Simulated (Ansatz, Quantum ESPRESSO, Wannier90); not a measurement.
# Ballistic channels from Wannier functions: zigzag Au chain, bond 2.60 Å, width 0.8 Å, part 5 of 5

Wanted: localised orbitals and the quantum conductance of this wire: zigzag Au chain, bond 2.60 Å, width 0.8 Å.

Quantum ESPRESSO 7.5 and Wannier90 3.1.0; plane-wave DFT, LDA, GBRV ultrasoft pseudopotentials; cross-check by Ansatz 0.2.0 with PAW datasets.

So far. Step 2 (SCF with pw.x): The run needed 11 iterations to bring the estimated error under 1e-07 Ry; the largest force on any atom, held or free, is 0.13 eV/Å. Step 6 (Wannier functions and transport): Bands and channels are those of the Wannier model: bands that were not projected, and all outside the frozen window, are missing or only approximate.

## 10. Cross-check with Ansatz

A second code with its own PAW datasets, on the same atoms.

Level of this step: plane-wave DFT, LDA, Ansatz PAW (Ansatz 0.2.0).

The input, input.yaml:

```yaml
crystal:
  lattice:
    - [9.0, 0.0, 0.0]
    - [0.0, 8.0, 0.0]
    - [0.0, 0.0, 4.9477267507]
  atoms:
    - { symbol: Au, position: [-0.0444444444, 0.0, 0.0] }
    - { symbol: Au, position: [0.0444444444, 0.0, 0.5] }
kpoints:
  mp_grid: { grid: [1, 1, 16] }
hamiltonian:
  xc: lda
scf:
  occupations: { method: fermi_dirac, width: 0.05 }
  convergence: { dr2_threshold: 1.0e-08 }
output:
  transmission:
    leads: [[0, 0]]
    e_range: [-4.0, 2.0]
    de: 0.05
    kmesh: [1, 1]
    reduced_basis: true
```

Command:

```bash
$ ansatz run input.yaml --threads 2 --pin off --max-ram 4096MiB --backend cpu --events-out ev --progress --plain --runs-dir out
```

Numbers of over 12 decimals in the logs are rounded to 6 here.

Log:

```text
Engine: ansatz 0.2.0, aarch64-unknown-linux-gnu
Pseudopotentials: kind: paw
Pseudopotential: Au, paw, valence charge 19, recommended cutoff 420 eV (normal), Au.paw.azcp
Functional definition: SPW92
  exchange = slater_x
  correlation = pw_c
Crystal: 2 atoms, lattice volume = 356.236 Å³
Basis set: ecut = 420 eV, 6933 PW (Γ)
Bands: 23, of which v1, the nominal top of the filled ones, is band 19 counted from 1 (18 counted from 0)
Symmetry: 8 space group operations
Space group: Pmma (ITA 51), of the structure as read, at distance tolerance 7.1e-5 Å
k-points: 9 of 16
Non-local potential: Au, projectors of the file, l = 0: 3, l = 1: 2, l = 2: 2, l = 3: 1
PAW form: soft (Blöchl's): semilocal exchange-correlation on the pseudo side does not see the compensation charge
PAW frozen core: Au, regenerated for the run's functional, and the local potential with it (the file was generated under x = pbe(κ = 0.804, μ = 0.219515), c = pbe(β = 0.066725))
PAW one-centre angular grid: Au, 590 points (default); XC on 64 Gauss nodes
Initial density: superposition of atomic densities (neutral atoms: chi_scale 0, normalization atom), corrected by the library's trained network
Initial wavefunctions: pseudopotential atomic-orbital guess
Functional: x = slater, c = lda
SCF iter   1: F=—  HF=-25725.737463 eV  |F-HF|=—  |Δ(HF+E_count)|=         —  Δρ=4.04e-3  dr2=3.07e-2  ethr=1.77e-3  ⟨swp⟩=7.0  Hψ=1083  notcnv=0
preconditioner: auto → LDOS  [insulator: Δε(μ)=0.491 eV  Ē_g=6.164 eV  σ=0.050 eV  W_gap=0.51  n_scr=38 (ndim 8)  ℏωp=9.2 eV  f_vac=0.759  D(μ)=1.31/eV (n_scr^D=4)  ε∞_Penn≈3.2  β→1.0]
SCF iter   2: F=—  HF=-25725.734601 eV  |F-HF|=—  |Δ(HF+E_count)|=   2.86e-3  Δρ=2.02e-3  dr2=1.28e-2  ethr=8.07e-5  ⟨swp⟩=2.8  Hψ=425  notcnv=0
SCF iter   3: F=—  HF=-25725.731985 eV  |F-HF|=—  |Δ(HF+E_count)|=   2.62e-3  Δρ=5.61e-4  dr2=1.06e-3  ethr=3.38e-5  ⟨swp⟩=2.0  Hψ=341  notcnv=0
SCF iter   4: F=—  HF=-25725.731789 eV  |F-HF|=—  |Δ(HF+E_count)|=   1.97e-4  Δρ=7.09e-5  dr2=1.84e-5  ethr=2.80e-6  ⟨swp⟩=2.6  Hψ=374  notcnv=0
SCF iter   5: F=—  HF=-25725.731767 eV  |F-HF|=—  |Δ(HF+E_count)|=   2.13e-5  Δρ=1.23e-5  dr2=6.51e-7  ethr=4.85e-8  ⟨swp⟩=2.2  Hψ=299  notcnv=0
SCF iter   6: F=—  HF=-25725.731895 eV  |F-HF|=—  |Δ(HF+E_count)|=   1.27e-4  Δρ=3.60e-6  dr2=5.01e-8  ethr=1.71e-9  ⟨swp⟩=2.1  Hψ=313  notcnv=0
SCF iter   7: F=-25725.731895 eV  HF=-25725.731895 eV  |F-HF|=1.21e-9  |Δ(HF+E_count)|=   2.91e-8  Δρ=6.82e-7  dr2=1.33e-9  ethr=2.63e-11  ⟨swp⟩=5.0  Hψ=660  notcnv=0
SCF 1 converged in 7 iterations: F = -25725.731895 eV  dr2 = 1.33e-9
  greatest PAW one-centre occupation: 1.002 electrons in one spin orbital (limit 2), on the Au atom at site 1 (counted from 0), in its partial waves of l = 0
transmission: 7 of 42 steps passed
transmission: 14 of 42 steps passed
[...]
transmission: 42 of 42 steps passed
SCF converged after 7 iterations
Free energy (F): -25725.731895 eV
Harris-Foulkes:  -25725.731895 eV  (|F-HF|=1.21e-9)
Internal energy: -25725.722066 eV  (E = F + TS)
E sigma→0 (E₀):  -25725.726980 eV
Entropy (-TS):   -0.009828 eV (-4.914 meV/atom)
Fermi energy:    -4.232113 eV
--- Per-component energies (eV) ---
  E_band       = -1262.172449
  E_kinetic    = 1209.953178
  E_local      = -12281.277797  (includes V_loc(G=0)·N_el)
  E_nonlocal   = 164.475689
  E_hartree    = 5462.840942
  E_xc         = -447.284933
  E_vxc        = -541.972344  (∫ρ·V_xc dr)
  E_paw        = -18849.293011  (= ΣΔE_a)
  E_vpaw       = -739.036406  (= ΣTr[D̂ρ^β])
  E_aug_tail   = 0.002620  (compensation charges beyond the density's cutoff)
  E_ewald      = -986.184189
  E_core_change = 1.045435  (= ΣΔE_core)
  E_smearing   = -0.009828  (= −TS)
  E_closure    = 0.000000  (closes the sum)
  Σ components = -25725.731895   (vs F -25725.731895, Δ=0.00e0)
--- Band table (eV; the first three rows and the last of 9) ---
  k-point 0: bands = [... 15 lower, -5.3480, -5.2740, -4.8366, -4.4685, -0.9896, 0.0320, 1.1649, 1.8685]
  k-point 1: bands = [... 15 lower, -5.3630, -5.2585, -4.8271, -4.4882, -0.9922, 0.0744, 0.8524, 1.8903]
  k-point 2: bands = [... 15 lower, -5.4034, -5.2132, -4.7963, -4.5436, -1.0526, 0.1986, 0.3215, 1.9554]
  k-point 8: bands = [... 15 lower, -5.1280, -4.7003, -4.7003, -4.2349, -4.2349, 1.4930, 1.4930, 2.1479]
--- Transmission ---
  basis      : 629 plane waves across, 7 finite elements along
  points     : 1, standing for a mesh of 1 x 1
  energies   : 121 from -4.000000 to 2.000000 eV about the Fermi level, 0.050000 eV apart; the leads are filled to 0.000000 eV, and channels, transmission and decay are at 0.000000 eV
  crystal 0  : Au2, at the sites [0, 0], period 4.9477 Å: whole cells are its period
    offset         : up to 0.0000 Å between an atom of the period and one for which it stands
    channels       : 1.000000e0 a spin
    conductance    : none, the energies end too early or step too widely for 300 K: set another output.transmission.e_range or a lower de, or, where they end at an eighth of basis.ecutwfc, a higher one
```

Elapsed: 51 s, on 2 threads of Arm Neoverse V1, shared host; peak memory 0.6 GiB; 100 s of CPU time.

Numbers from this step:

```
free energy                                : -25725.7319 eV
energy at zero smearing                    : -25725.7270 eV
smearing term TS                           : 0.009828 eV
Fermi energy                               : -4.232 eV
symmetry operations                        : 8
lead channels at the Fermi level, one spin : 1
```

Per spin. The open channels by energy, zero at the Fermi level:

```
energy (eV)  open channels
    -4.0000              1
    -3.7500              1
    -3.5000              1
    -3.2500              1
    -3.0000              1
    -2.7500              1
    -2.5000              2
    -2.2500              2
    -2.0000              3
    -1.7500              3
    -1.5000              2
    -1.2500              5
    -1.0000              3
    -0.7500              3
    -0.5000              4
    -0.2500              2
     0.0000              1
     0.2500              1
     0.5000              1
     0.7500              1
     1.0000              1
     1.2500              1
     1.5000              1
     1.7500              1
     2.0000              1
```

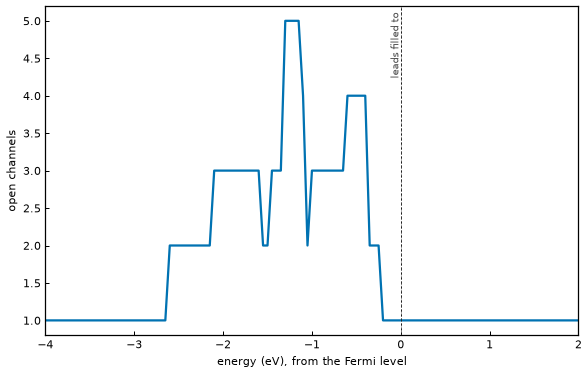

Open channels, plotted against energy.

## 11. By hand

1 channel × 77.48 µS = 77 µS, a two-terminal resistance of 12.906/1 = 12.91 kΩ whatever the wire's length, as long as nothing scatters.

## 12. What came out

```yaml
open_channels_at_the_fermi_level_per_spin: 1
total_spread: 15.0 Å²
gauge_invariant_spread: 14.4 Å²
largest_band_misfit_in_the_frozen_window: 0.00500 eV
channels_at_the_fermi_level_by_ansatz: 1
```

The wire offers 1 channel per spin at the Fermi level. Between -4 and 1.5 eV the channel count from Wannier functions equals that from Ansatz's layer matching at 95 % of the energies; outside the frozen window the Wannier bands are not held to the plane-wave ones. Each plane-wave level in the frozen window has a Wannier level within 0.01 eV; this test doesn't see extra bands that a model may add. The wire is perfect, so the conductance only counts bands: each channel, with its partner of the other spin, carries G₀ = 2e²/h. It was run without spin polarisation, which was not tested. Spin-orbit coupling is left out; depending on the atoms that carry the levels of interest, it can split and shift them by tenths of an eV to an eV or more.

[Logs are printed without paths, hosts, clocks, repeated set-up lines and the standing remarks that a program may print on its own settings, such as how far it seeks lower states.]

[Hosts, paths, dates, database ids (printed as entryN), source tags and the programs' standing remarks are cut or masked in the printed files.]

[Maps of the electrostatic potential energy from Ansatz leave out the sawtooth potential of an applied field or a dipole correction, so their vacuum need not be flat; planar profiles and work functions include it.]
